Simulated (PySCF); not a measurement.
```xyz
2

H     0.0000    0.0000   -1.4537
Se    0.0000    0.0000    0.0183
```

The calculation used PySCF, PBE0/cc-pVTZ(-PP), non-relativistic Hamiltonian with scalar-relativistic core potentials where named, at a bond length of 1.472 Å.

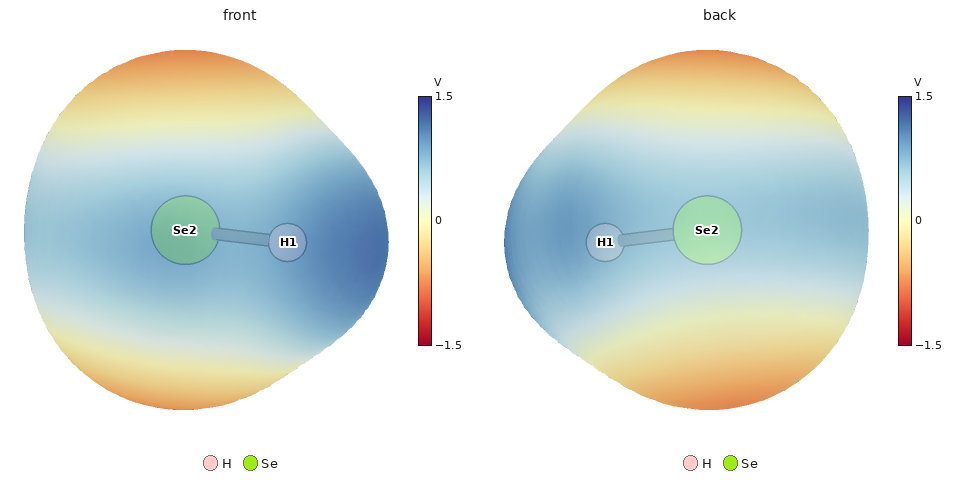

SeH (doublet). The electrostatic potential painted on the density surface at 0.002 e/bohr³, seen from the front and from behind; the colour scale runs from red (negative) to blue (positive).

Describe the electrostatic potential map.

The most negative region (about −0.7 V) lies over Se2, the most positive (about +1.2 V) over H1.
